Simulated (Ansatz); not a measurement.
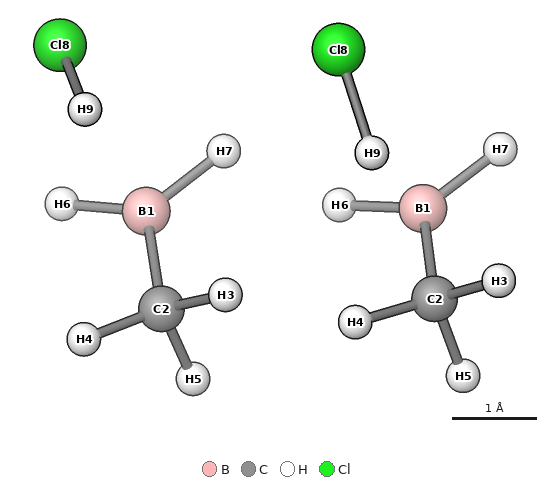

Two geometries of CH6BCl, drawn at one scale. One is the start of a relaxation, the other its converged end. A ball-and-stick model, seen from a free direction.

Level of theory: Ansatz, RKS B3LYP/def2-SVP. Settings: no spin polarisation; force threshold 0.03 eV/Å; at most 50 steps.

Q: Which of the two is the end point?

A: The left one is the relaxed one. The run prepares an end point of a later path (reaction) calculation, from a guessed geometry. After 9 accepted moves (10 points after the start) the energy has fallen by 8.09 kJ/mol. The largest force component goes from 0.95 to 0.0093 eV/Å. The line search rejected the trial step at point 9 of the run. H9 moves most after the best rigid fit: 0.71 Å. By element the largest moves are H 0.71 Å, Cl 0.24 Å, C 0.15 Å, B 0.06 Å. Some distances before and after: Cl8–H9 1.335 → 1.291 Å, B1–C2 1.588 → 1.565 Å. Cost: 28 s on 1 thread of Arm Neoverse V2, on a shared host, peak memory 0.14 GiB.

Limits of the set-up: the start holds two separate molecules, 2.2 Å apart at their closest, whose relative position is a soft coordinate and is computed without a dispersion correction.
